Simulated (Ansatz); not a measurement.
# GeH4···NH3: what the fields show

Input

```
crystal:
  periodic: [false, false, false]
  atoms:
    - {symbol: Ge, position_ang: [-1.185772, -0.998815, 0.081923]}
    - {symbol: H, position_ang: [-0.312149, -1.190393, 1.326441]}
    - {symbol: H, position_ang: [-0.394820, -1.309369, -1.193440]}
    - {symbol: H, position_ang: [-2.365098, -1.992654, 0.167219]}
    - {symbol: H, position_ang: [-1.763692, 0.419750, 0.033801]}
    - {symbol: H, position_ang: [2.147215, 0.676820, 0.261132]}
    - {symbol: N, position_ang: [1.290996, 1.087559, -0.090765]}
    - {symbol: H, position_ang: [1.112858, 1.921542, 0.455407]}
    - {symbol: H, position_ang: [1.470562, 1.385459, -1.041817]}
basis:
  gaussian: {orbitals: def2-TZVPP}
hamiltonian: {xc: pbe0, dispersion: d4}
output: {orbitals: {seedname: orbitals}}
```

Run with:

```sh
ansatz run in.yaml --threads 2 --pin off --events-out ev --progress --plain --max-ram 4352MiB
```

The reactant side of a reaction path; geometry: PBE0-D4/def2-TZVP.

Theory: RKS PBE0-D4/def2-TZVPP (Ansatz 0.2.0).

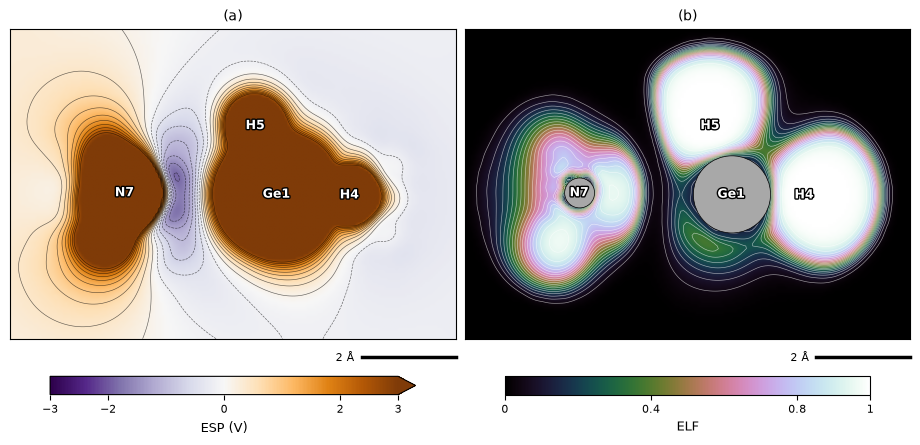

Figure 1. (a) molecular electrostatic potential; (b) ELF on the plane of atoms H4, Ge1 and H5. Grey discs cover the atomic cores in the ELF map.

Interpret the plot.

- Atoms in the plane: Ge, H and N.
- Ge1···N7 (3.24 Å): the ELF dips to about 0.05 between them.
- Ge–H (1.54 Å): the ELF climbs to about 1 towards the hydrogen.
- Outside the dense part of the complex the potential is most negative (−1.8 V) near N7.

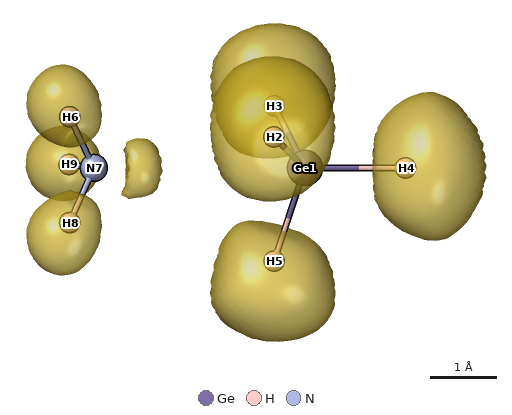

Figure 2. Isosurface of the electron localisation function at 0.9 (yellow), seen from one side. Only the valence region is drawn (cores and ρ < 0.01 e/Å³ removed).

What do the ELF domains correspond to?

At this value the surface marks out seven regions around hydrogen nuclei and one lobe on N, pointing away from the bonds (lone pairs). Profiles from the grid: N–H (1.01 Å): the ELF climbs to about 1 towards the hydrogen: a covalent bond by its length.

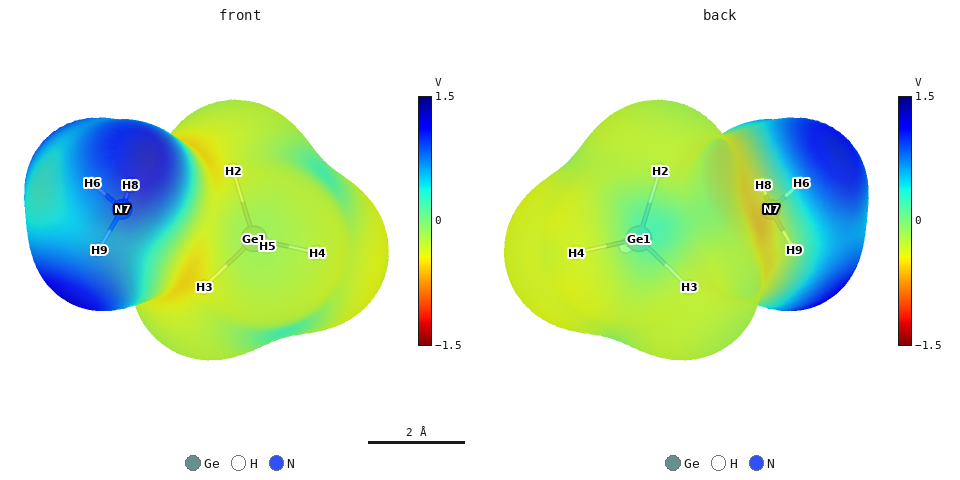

Figure 3. The electrostatic potential painted on the density surface at 0.001 e/bohr³, seen from the front and from behind; the colour scale runs from red (negative) to blue (positive).

Which sites attract a positive test charge, and which a negative one?

A positive charge is drawn to the negative regions and a negative charge to the positive ones. The most negative region (about −0.5 V, or −12 kcal/mol for a unit charge) lies over the gap between the two molecules, near Ge1 and N7, the most positive (about +1.2 V, or +28 kcal/mol for a unit charge) over H6, H8 and H9.

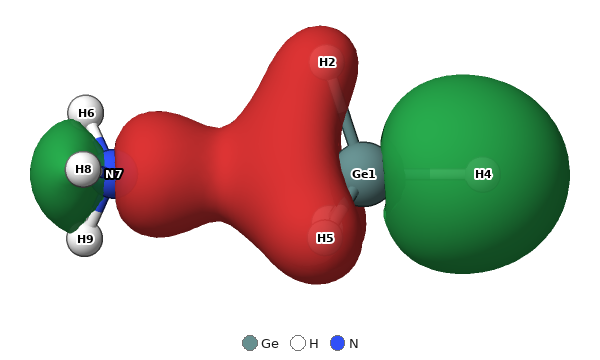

Figure 4. The HOMO−1 at ±0.1 Å⁻³ᐟ² (green and red are the two phases), seen across its widest extent.

Where does this orbital lie, and at what energy?

Its weight (Hirshfeld) is mainly on Ge1 (about 40 %), H4 (about 35 %) and N7 (about 10 %). Its energy is −9.16 eV.
